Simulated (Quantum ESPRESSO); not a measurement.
**Collinear magnetic orders of EuZn with Quantum ESPRESSO**

Wanted: the moments of EuZn and the energy of each order that was tried.

Program: Quantum ESPRESSO 7.5. Level of theory: BLYP; plane waves with SSSP 1.3 efficiency PBE potentials, no spin-orbit coupling. Results are calculated unless marked as measured.

## 1. Set-up

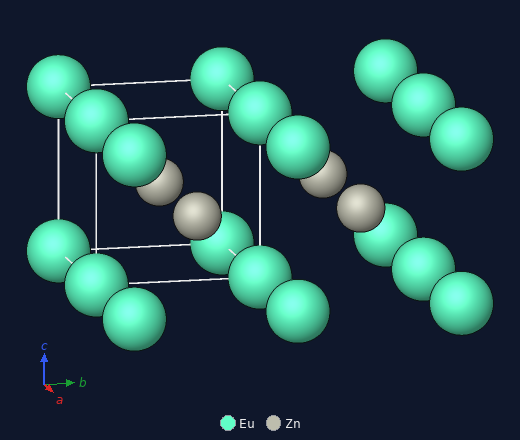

Start, viewed slightly off an axis; europium green, zinc light grey. 2×2×1 cells are drawn. Some periodic images of atoms are drawn too.

The cell comes from the Crystallography Open Database.

## 2. Start 1: ferro +

The signs are those of the starting moments on the seeded atoms, the atoms that are given a moment.

Contents of pw.in:

```
&CONTROL
  calculation = 'scf'
  prefix = 'pwscf'
  outdir = './tmp'
  pseudo_dir = './pseudo'
  disk_io = 'nowf'
/
&SYSTEM
  ibrav = 0
  celldm(1) = 8
  nat = 2
  ntyp = 2
  ecutwfc = 50
  ecutrho = 400
  nbnd = 29
  input_dft = 'blyp'
  occupations = 'smearing'
  smearing = 'fd'
  degauss = 0.00734986
  nspin = 2
  starting_magnetization(1) = 0.4118
  starting_magnetization(2) = 0
/
&ELECTRONS
  conv_thr = 4d-09
  electron_maxstep = 150
  mixing_beta = 0.3
/
ATOMIC_SPECIES
Eu    151.9640 Eu.paw.z_17.atompaw.wentzcovitch.v1.2.upf
Zn     65.3800 Zn_pbe_v1.uspp.F.UPF
CELL_PARAMETERS alat
   0.8995096353219    0.0000000000000    0.0000000000000
   0.0000000000000    0.8995096353219    0.0000000000000
   0.0000000000000    0.0000000000000    0.8995096353219
ATOMIC_POSITIONS crystal
Eu      0.0000000000    0.0000000000    0.0000000000
Zn      0.5000000000    0.5000000000    0.5000000000
K_POINTS automatic
8 8 8 0 0 0
```

Launch:

```console
$ OMP_NUM_THREADS=1 mpirun -n 2 pw.x -nk 2 -in pw.in > pw.out
```

Output:

```text
Program PWSCF v.7.5 starts

     file Eu.paw.z_17.atompaw.wentzcovitch.v1.2.upf: wavefunction(s)  6S 0P 5D 0D 4F 0F renormalized

     IMPORTANT: XC functional enforced from input :
     Exchange-correlation= BLYP
                           (   1   3   1   3   0   0   0)
     Any further DFT definition will be discarded
     Please, verify this is what you really want

     Message from routine setup:
     using ibrav=0 with symmetry is DISCOURAGED, use correct ibrav instead

     K-points division:     npool     =       2
     Subspace diagonalization in iterative solution of the eigenvalue problem:

     G-vector sticks info
     --------------------
     sticks:   dense  smooth     PW     G-vecs:    dense   smooth      PW
     Sum        1649     829    249                50301    17845    2969

     Using Slab Decomposition

     bravais-lattice index     =            0
     lattice parameter (alat)  =       8.0000  a.u.
     unit-cell volume          =     372.6382 (a.u.)^3
     number of atoms/cell      =            2
     number of atomic types    =            2
     number of electrons       =        37.00
     number of Kohn-Sham states=           29
     kinetic-energy cutoff     =      50.0000  Ry
     charge density cutoff     =     400.0000  Ry
     scf convergence threshold =      4.0E-09
     mixing beta               =       0.3000
     number of iterations used =            8  plain     mixing
     Exchange-correlation= BLYP
                           (   1   3   1   3   0   0   0)

     celldm(1)=   8.000000  celldm(2)=   0.000000  celldm(3)=   0.000000
     celldm(4)=   0.000000  celldm(5)=   0.000000  celldm(6)=   0.000000

     crystal axes: (cart. coord. in units of alat)
               a(1) = (   0.899510   0.000000   0.000000 )
               a(2) = (   0.000000   0.899510   0.000000 )
               a(3) = (   0.000000   0.000000   0.899510 )

     reciprocal axes: (cart. coord. in units 2 pi/alat)
               b(1) = (  1.111717  0.000000  0.000000 )
               b(2) = (  0.000000  1.111717  0.000000 )
               b(3) = (  0.000000  0.000000  1.111717 )

     PseudoPot. # 1 for Eu read from file:
     Eu.paw.z_17.atompaw.wentzcovitch.v1.2.upf
     Pseudo is Projector augmented-wave + core cor, Zval = 17.0
     Generated using ATOMPAW code
     Shape of augmentation charge: BESSEL
     Using radial grid of 1109 points,  8 beta functions with:
                l(1) =   0
                l(2) =   0
                l(3) =   1
                l(4) =   1
                l(5) =   2
                l(6) =   2
                l(7) =   3
                l(8) =   3
     Q(r) pseudized with 0 coefficients

     PseudoPot. # 2 for Zn read from file:
     Zn_pbe_v1.uspp.F.UPF
     Pseudo is Ultrasoft, Zval = 20.0
     Generated by new atomic code, or converted to UPF format
     Using radial grid of  943 points,  6 beta functions with:
                l(1) =   0
                l(2) =   0
                l(3) =   1
                l(4) =   1
                l(5) =   2
                l(6) =   2
     Q(r) pseudized with  8 coefficients,  rinner =    1.100   1.100   1.100
                                                       1.100   1.100

     atomic species   valence    mass     pseudopotential
     Eu               17.00   151.96400     Eu( 1.00)
     Zn               20.00    65.38000     Zn( 1.00)

     Starting magnetic structure
     atomic species   magnetization
     Eu              0.412
     Zn              0.000

     48 Sym. Ops., with inversion, found

   Cartesian axes

     site n.     atom                  positions (alat units)
         1        Eu     tau(   1) = (   0.0000000   0.0000000   0.0000000  )
         2        Zn     tau(   2) = (   0.4497548   0.4497548   0.4497548  )

     number of k points=    35  Fermi-Dirac smearing, width (Ry)=  0.0073
                       cart. coord. in units 2pi/alat
        k(    1) = (   0.0000000   0.0000000   0.0000000), wk =   0.0019531
        k(    2) = (   0.0000000   0.0000000   0.1389646), wk =   0.0117188
        k(    3) = (   0.0000000   0.0000000   0.2779292), wk =   0.0117188
        k(    4) = (   0.0000000   0.0000000   0.4168938), wk =   0.0117188
        k(    5) = (   0.0000000   0.0000000  -0.5558584), wk =   0.0058594
        [... 30 further k-points ...]

     Dense  grid:    50301 G-vectors     FFT dimensions: (  45,  45,  45)

     Smooth grid:    17845 G-vectors     FFT dimensions: (  36,  36,  36)

     Generating pointlists ...
     new r_m :   0.3213 (alat units)  2.5707 (a.u.) for type    1
     new r_m :   0.3213 (alat units)  2.5707 (a.u.) for type    2

     Initial potential from superposition of free atoms

     starting charge      36.9951, renormalised to      37.0000
     Starting wfcs are   45 randomized atomic wfcs
     Checking if some PAW data can be deallocated...

     Self-consistent Calculation

     iteration #  1     ecut=    50.00 Ry     beta= 0.30
     Davidson diagonalization with overlap
     ethr =  1.00E-02,  avg # of iterations =  2.7

     total energy              =   -1103.65166707 Ry
     estimated scf accuracy    <       2.88082769 Ry

     total magnetization       =     5.68 Bohr mag/cell
     absolute magnetization    =     5.72 Bohr mag/cell

     iteration #  2     ecut=    50.00 Ry     beta= 0.30
     Davidson diagonalization with overlap
     ethr =  7.79E-03,  avg # of iterations =  3.7

     total energy              =   -1103.90209532 Ry
     estimated scf accuracy    <      24.65666289 Ry

     total magnetization       =     0.92 Bohr mag/cell
     absolute magnetization    =     1.11 Bohr mag/cell

     iteration #  3     ecut=    50.00 Ry     beta= 0.30
     Davidson diagonalization with overlap
     ethr =  7.79E-03,  avg # of iterations =  2.4

     total energy              =   -1105.40368202 Ry
     estimated scf accuracy    <       0.15611243 Ry

     total magnetization       =     7.33 Bohr mag/cell
     absolute magnetization    =     7.33 Bohr mag/cell

     [... further iterations left out ...]

     iteration # 15     ecut=    50.00 Ry     beta= 0.30
     Davidson diagonalization with overlap
     ethr =  1.30E-10,  avg # of iterations =  2.9

     total energy              =   -1105.51875906 Ry
     estimated scf accuracy    <       0.00000017 Ry

     total magnetization       =     6.98 Bohr mag/cell
     absolute magnetization    =     6.98 Bohr mag/cell

     iteration # 16     ecut=    50.00 Ry     beta= 0.30
     Davidson diagonalization with overlap
     ethr =  1.30E-10,  avg # of iterations =  1.1

     total energy              =   -1105.51875905 Ry
     estimated scf accuracy    <       0.00000007 Ry

     total magnetization       =     6.98 Bohr mag/cell
     absolute magnetization    =     6.99 Bohr mag/cell

     iteration # 17     ecut=    50.00 Ry     beta= 0.30
     Davidson diagonalization with overlap
     ethr =  1.30E-10,  avg # of iterations =  1.1

     total energy              =   -1105.51875906 Ry
     estimated scf accuracy    <          4.5E-09 Ry

     total magnetization       =     6.98 Bohr mag/cell
     absolute magnetization    =     6.99 Bohr mag/cell

     iteration # 18     ecut=    50.00 Ry     beta= 0.30
     Davidson diagonalization with overlap
     ethr =  1.20E-11,  avg # of iterations =  1.8

     Magnetic moment per site  (integrated on atomic sphere of radius R)
     atom   1 (R=0.321)  charge= 15.0983  magn=  6.7558
     atom   2 (R=0.321)  charge= 19.6100  magn=  0.0320

     End of self-consistent calculation

     [... lines left out ...]
     the Fermi energy is    11.0369 ev

!    total energy              =   -1105.51875906 Ry
     estimated scf accuracy    <          4.1E-10 Ry
     smearing contrib. (-TS)   =      -0.00705812 Ry
     internal energy E=F+TS    =   -1105.51170094 Ry

     The total energy is F=E-TS. E is the sum of the following terms:
     one-electron contribution =    -508.34410706 Ry
     hartree contribution      =     271.91887728 Ry
     xc contribution           =     -62.93192817 Ry
     ewald contribution        =    -347.44130646 Ry
     one-center paw contrib.   =    -458.71323653 Ry

     total magnetization       =     6.98 Bohr mag/cell
     absolute magnetization    =     6.99 Bohr mag/cell

     convergence has been achieved in  18 iterations

=------------------------------------------------------------------------------=
   JOB DONE.
=------------------------------------------------------------------------------=
```

Elapsed: 2.5 min, on 2 MPI ranks of Intel Xeon Platinum 8259CL at 2.50GHz (Skylake/Cascade Lake), shared host; peak memory 0.68 GiB; 5 min of CPU time.

Spin moment in the atom's sphere by atom:

```csv
atom,spin moment in the atom's sphere (μB)
Eu1,6.76
Zn2,0.03
```

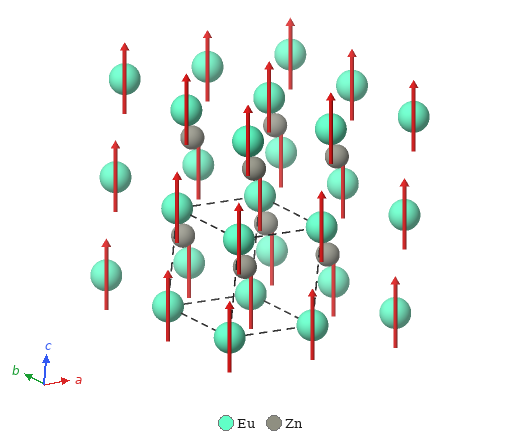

Spin moment in the atom's sphere as arrows, the longest 6.76 μB. Up and down stand for the sign. Arrows give size and sign along the axis of quantisation, drawn up and down the page. 2×2×2 cells are drawn. Some periodic images of atoms are drawn too.

This step gave:

```yaml
smearing_term_ts: 0.09603 eV
magnetization: 6.983 μB
absolute_magnetization: 6.986 μB
final_state: ferromagnetic
```

## 3. Run 2 (antiferro q=(0,1/2,1/2) +−)

This order needs a doubled cell of 4 atoms. The wavevector q is in fractions of the reciprocal vectors of the crystal's primitive cell, as the cells of these inputs are built from it; moments change sign between cells as cos(2π q·R).

Contents of pw.in:

```
&CONTROL
  calculation = 'scf'
  prefix = 'pwscf'
  outdir = './tmp'
  pseudo_dir = './pseudo'
  disk_io = 'nowf'
/
&SYSTEM
  ibrav = 0
  celldm(1) = 8
  nat = 4
  ntyp = 3
  ecutwfc = 50
  ecutrho = 400
  nbnd = 47
  input_dft = 'blyp'
  occupations = 'smearing'
  smearing = 'fd'
  degauss = 0.00734986
  nspin = 2
  starting_magnetization(1) = 0.4118
  starting_magnetization(2) = -0.4118
  starting_magnetization(3) = 0
/
&ELECTRONS
  conv_thr = 8d-09
  electron_maxstep = 150
  mixing_beta = 0.3
/
ATOMIC_SPECIES
Eu1   151.9640 Eu.paw.z_17.atompaw.wentzcovitch.v1.2.upf
Eu2   151.9640 Eu.paw.z_17.atompaw.wentzcovitch.v1.2.upf
Zn     65.3800 Zn_pbe_v1.uspp.F.UPF
CELL_PARAMETERS alat
   0.8995096353219    0.0000000000000    0.0000000000000
   0.0000000000000    1.7990192706437    0.0000000000000
   0.0000000000000    0.8995096353219    0.8995096353219
ATOMIC_POSITIONS crystal
Eu1     0.0000000000    0.0000000000    0.0000000000
Eu2     0.0000000000    0.5000000000    0.0000000000
Zn      0.5000000000    0.0000000000    0.5000000000
Zn      0.5000000000    0.5000000000    0.5000000000
K_POINTS automatic
8 4 8 0 0 0
```

Output:

```text
     [... lines left out ...]
Program PWSCF v.7.5 starts
     [... lines left out ...]
     number of atoms/cell      =            4
     [... lines left out ...]
     number of electrons       =        74.00
     number of Kohn-Sham states=           47
     kinetic-energy cutoff     =      50.0000  Ry
     charge density cutoff     =     400.0000  Ry
     scf convergence threshold =      8.0E-09
     [... lines left out ...]
     16 Sym. Ops., with inversion, found
     [... lines left out ...]
     number of k points=    45  Fermi-Dirac smearing, width (Ry)=  0.0073
     [... lines left out ...]
     iteration # 22     ecut=    50.00 Ry     beta= 0.30
     [... lines left out ...]
[key lines of the parts left out:]
total energy              =   -2211.04087135 Ry
total magnetization       =     0.01 Bohr mag/cell
```

Elapsed: 13 min, on 2 MPI ranks; peak memory 1.4 GiB.

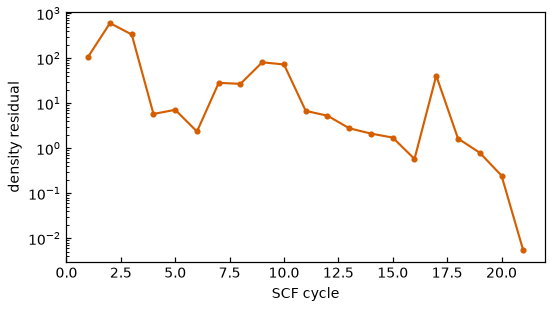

Residual by cycle in this run.

The run was cut off at its time limit.

After 21 cycles the residual stands at 0.0054.

## 4. Run 3, typed as antiferro q=(1/2,1/2,1/2) +−

This order needs a doubled cell of 4 atoms.

Changes to pw.in since step 3:

```diff
@@ -34,11 +34,11 @@
 CELL_PARAMETERS alat
-   0.8995096353219    0.0000000000000    0.0000000000000
-   0.0000000000000    1.7990192706437    0.0000000000000
-   0.0000000000000    0.8995096353219    0.8995096353219
+   1.7990192706437    0.0000000000000    0.0000000000000
+   0.8995096353219    0.8995096353219    0.0000000000000
+   0.8995096353219    0.0000000000000    0.8995096353219
 ATOMIC_POSITIONS crystal
 Eu1     0.0000000000    0.0000000000    0.0000000000
-Eu2     0.0000000000    0.5000000000    0.0000000000
-Zn      0.5000000000    0.0000000000    0.5000000000
-Zn      0.5000000000    0.5000000000    0.5000000000
+Eu2     0.5000000000    0.0000000000    0.0000000000
+Zn      0.7500000000    0.5000000000    0.5000000000
+Zn      0.2500000000    0.5000000000    0.5000000000
 K_POINTS automatic
-8 4 8 0 0 0
+4 8 8 0 0 0
```

Output:

```text
     [... lines left out ...]
Program PWSCF v.7.5 starts
     [... lines left out ...]
     number of atoms/cell      =            4
     [... lines left out ...]
     number of electrons       =        74.00
     number of Kohn-Sham states=           47
     kinetic-energy cutoff     =      50.0000  Ry
     charge density cutoff     =     400.0000  Ry
     scf convergence threshold =      8.0E-09
     [... lines left out ...]
     48 Sym. Ops., with inversion, found
     [... lines left out ...]
     number of k points=    19  Fermi-Dirac smearing, width (Ry)=  0.0073
     [... lines left out ...]
     iteration # 37     ecut=    50.00 Ry     beta= 0.30
     [... lines left out ...]
[key lines of the parts left out:]
total energy              =   -2211.03749301 Ry
total magnetization       =    -0.01 Bohr mag/cell
```

The job ended after 14 min (2 MPI ranks; peak memory 1.3 GiB).

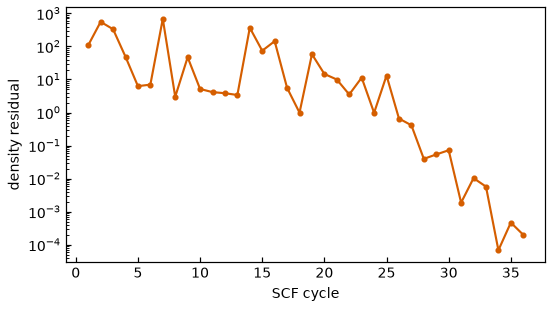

Residual by cycle in this run.

The run was cut off at its time limit.

After 36 cycles the residual stands at 2.0e-4.

[end of part 1 of 2]

[Logs and program files are shortened in this print: banners, set-up blocks, solver, clock and traceback lines can be left out without a mark of their own.]

[Logs are printed without paths, hosts, clocks, repeated set-up lines and the standing remarks that a program may print on its own settings, such as how far it seeks lower states.]

[Hosts, paths, dates, database ids (printed as entryN), source tags and the programs' standing remarks are cut or masked in the printed files.]

[Where a cell is said to come from a database of computed structures, the database is the Materials Project.]
